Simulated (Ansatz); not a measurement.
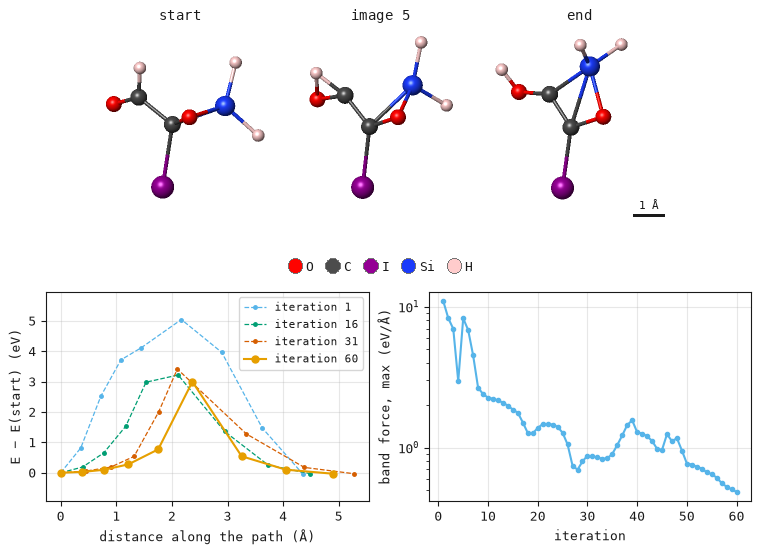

A search for the minimum-energy path of C2H3IO2Si by the nudged elastic band. Images are numbered from 0 (start) to 8 (end). The plot follows the band through its iterations. Style: ball-and-stick. Shown at a tilt.

These are results of RKS PBE-D4/def2-SVP in Ansatz, not measurements. Set-up: 7 movable images; climbing image from the first iteration; force threshold 0.03 eV/Å; iteration limit 60; optimiser FIRE; starting path through a guess of the saddle point.

**Judge this run.**

The result isn't final. The band hadn't converged when the run stopped after 60 iterations. The largest component of the band force went from 11 to 0.48 eV/Å. The barrier read from it is provisional: over the last two iterations the highest image moved from 3.02 eV to 3.00 eV. The first iteration put the highest image at 5.05 eV. The highest point, image 5, lies 3.00 eV above the start and 3.03 eV above the end; the end is at −0.03 eV relative to the start.

Cost: 15 min on 2 threads of Intel(R) Xeon(R) Platinum 8259CL CPU @ 2.50GHz (Skylake/Cascade Lake), with other jobs on the host, peak memory 0.19 GiB.
